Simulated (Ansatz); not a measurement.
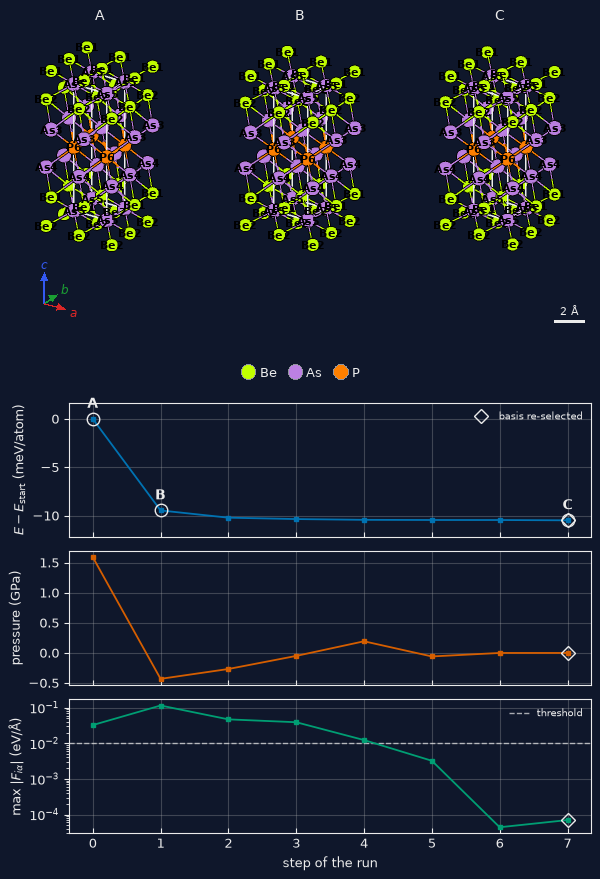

Frames of a relaxation of a crystal of Be2As3P (built on the Ca2H3Br-164 type type), marked on the history of the run. The picture is a ball-and-stick view of the cell of the calculation, seen slightly off an axis.

These are results of DFT, r2SCAN+rVV10, plane waves, PAW (Ansatz), not measurements.

Input
```yaml
crystal:
  lattice:
    - [3.4448857763, -2.3e-09, 0.0]
    - [-1.7224428861, 2.9833585966, 0.0]
    - [0.0, 0.0, 8.7308989296]
  atoms:
    - { symbol: Be, position: [0.6666666667, 0.3333333333, 0.1407672317] }
    - { symbol: Be, position: [0.3333333333, 0.6666666667, 0.8592327683] }
    - { symbol: As, position: [0.6666666667, 0.3333333333, 0.6768304429] }
    - { symbol: As, position: [0.3333333333, 0.6666666667, 0.3231695571] }
    - { symbol: As, position: [0.0, 0.0, 0.0] }
    - { symbol: P, position: [0.0, 0.0, 0.5] }
kpoints:
  mp_grid: { grid: [12, 12, 4] }
hamiltonian:
  xc: r2scan
  dispersion: rvv10
scf:
  occupations: { method: fermi_dirac, width: 0.03 }
relax:
  f_tol: 0.01
  cell: {}
  max_steps: 120
```

Command:
```bash
ansatz run input.yaml --threads 2 --pin off --max-ram 2211MiB --backend cpu --events-out ev --progress --plain --runs-dir out
```

Question: What happens along the run?

Answer: The largest moves relative to the cell, 0.042 Å, are those of Be1 and Be2. Be2 goes along +c. Largest moves by element: Be 0.042 Å, As 0.012 Å. P stays in place. The volume changes by +1.5 %, with a = b 3.445 → 3.529 Å (+2.4 %), c 8.731 → 8.445 Å (−3.3 %). Among the contacts that change: Be1–As4 2.548 → 2.573 Å, As3–P6 2.518 → 2.533 Å. Bond angles that change, for instance: Be1–As5–Be1 94.9° → 98.0°, As5–Be1–As5 94.9° → 98.0°, Be1–As5–Be2 85.1° → 82.0°. The space group stays P-3m1 (No. 164). The energy falls by 10.5 meV per atom in 6 accepted moves (7 points after the start). The largest force component goes from 0.032 to under 0.0001 eV/Å. Pressure: 1.59 GPa at the start and 0.00 GPa at the end. At 1 point the geometry stayed and the basis and grid were re-selected for the new cell (energy shift of less than 0.05 meV per atom at most each time). From step 0 to 1: volume +1.9 %, energy −9.5 meV per atom. From step 1 to 7: Be atoms move most (0.03 Å), volume −0.4 %, energy −1.0 meV per atom.
